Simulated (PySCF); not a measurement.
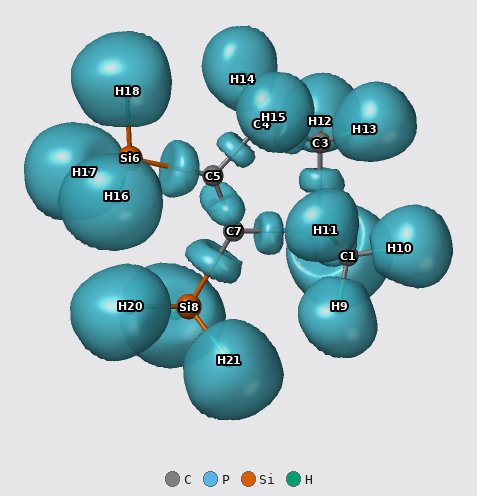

*C$_{5}$H$_{13}$PSi$_{2}$ (SMILES CP1CCC([SiH3])=C1[SiH3]). Isosurface of the electron localisation function at 0.8 (cyan), seen across its widest extent. Only the valence region is drawn (cores and ρ < 0.01 e/Å³ removed).*

Geometry: GFN2-xTB.

Theory: PBE0/pcSseg-1, SCF density, gas phase, non-relativistic (PySCF).

Input file:

```
{"job": {"kind": "nmr", "xc": "PBE0", "basis": "pcSseg-1"}, "charge": 0, "multiplicity": 1}
C      1.673621    -1.647072     0.971339
P      1.386850    -1.054683    -0.768503
C      1.979418     0.706049    -0.582767
C      0.854143     1.517114     0.063463
C     -0.447007     0.776813    -0.114327
Si    -2.044587     1.695226     0.289175
C     -0.349239    -0.496840    -0.511366
Si    -1.711471    -1.747259    -0.842628
H      1.146338    -2.588761     1.110430
H      2.739510    -1.820014     1.112273
H      1.316779    -0.921920     1.700613
H      2.188445     1.080994    -1.588639
H      2.910804     0.743172    -0.015711
H      0.791654     2.515691    -0.374816
H      1.032096     1.651900     1.135439
H     -2.673266     1.103197     1.473198
H     -2.955682     1.652244    -0.854856
H     -1.699937     3.089960     0.587561
H     -1.886484    -1.878076    -2.291609
H     -2.960015    -1.317466    -0.208683
H     -1.300890    -3.043325    -0.290059
```

Command:

```sh
OMP_NUM_THREADS=1 python probes_run.py task.json out
```

### Where are the electrons localised?

The ELF exceeds this value in three regions between bonded C–C atoms (shared pairs), three regions between bonded C–P atoms (shared pairs), two regions between bonded C–Si atoms (shared pairs), 13 regions around hydrogen nuclei and one lobe on P, pointing away from the bonds (lone pairs). Along the contacts the grid gives the following. C–C (1.34 Å): the ELF peaks at about 0.90 between the atoms (a short, multiple covalent bond). C–P (1.84 Å): the ELF peaks at about 0.95 between the atoms; localised, covalent bonding.
